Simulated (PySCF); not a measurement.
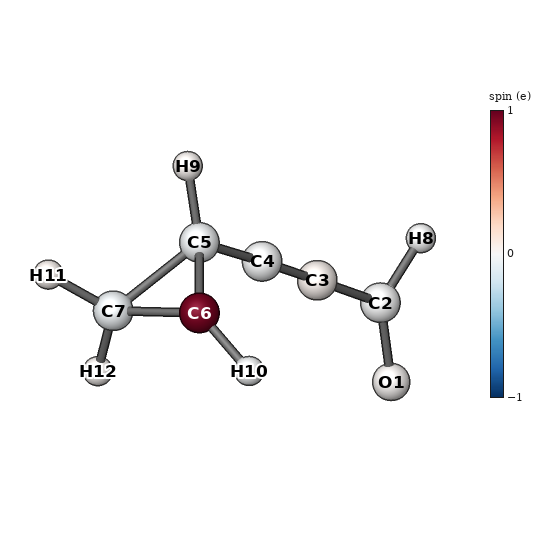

Atoms are coloured by their Mulliken spin populations. Charge 0, doublet. The computed structure is the end point of a GFN2-xTB optimisation. No frequency run is at hand to confirm it as a minimum. Properties computed with UKS B3LYP, pcH-1 on C H O, non-relativistic (PySCF 2.14.0).

Which atom carries the largest spin population?

C6 (0.95 e).

Which atom has the lowest spin population?

C7 (−0.04 e); a negative value comes from spin polarisation.

List the Mulliken spin populations.

| atom | value (e) |
| --- | --- |
| O1 | 0.02 |
| C2 | −0.01 |
| C3 | 0.04 |
| C4 | −0.01 |
| C5 | −0.03 |
| C6 | 0.95 |
| C7 | −0.04 |
| H8 | 0.00 |
| H9 | 0.03 |
| H10 | −0.02 |
| H11 | 0.04 |
| H12 | 0.03 |

Mulliken values depend strongly on the basis set.
